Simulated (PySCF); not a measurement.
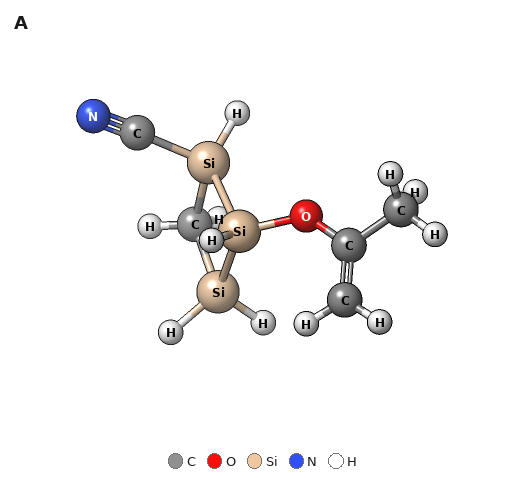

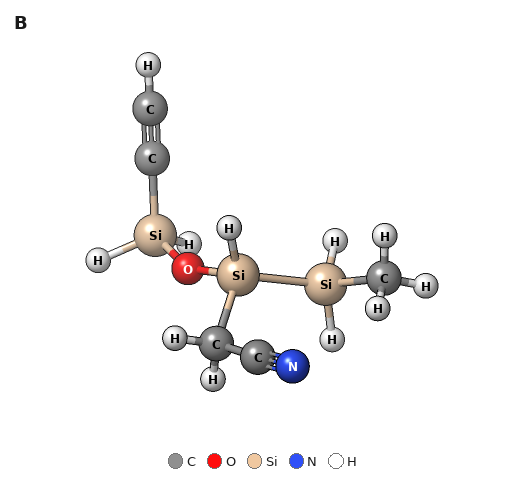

2 stationary structures of one formula. Geometries: GFN2-xTB. Electronic energies: PBE0/pcSseg-1 (PySCF 2.14.0), without zero-point energy. No frequency run is at hand to confirm each as a minimum. Each is one conformer, not always the lowest.

Question: Are they conformers, stereoisomers or constitutional isomers?

Answer: They are constitutional isomers of C5H11NOSi3: A `C=C(C)O[Si@@H]1[SiH2]C[Si@H]1C#N`, B `C#C[SiH2]O[Si@@H](CC#N)[SiH2]C`.

Question: Which is lowest in energy, and by how much?

Answer: B is lowest; A lies 7.2 kcal/mol above it.

The geometry is semi-empirical. Around Si such bond lengths and angles can be off by a tenth of an ångström or more and by several degrees, and values that hang on the shape move with them.
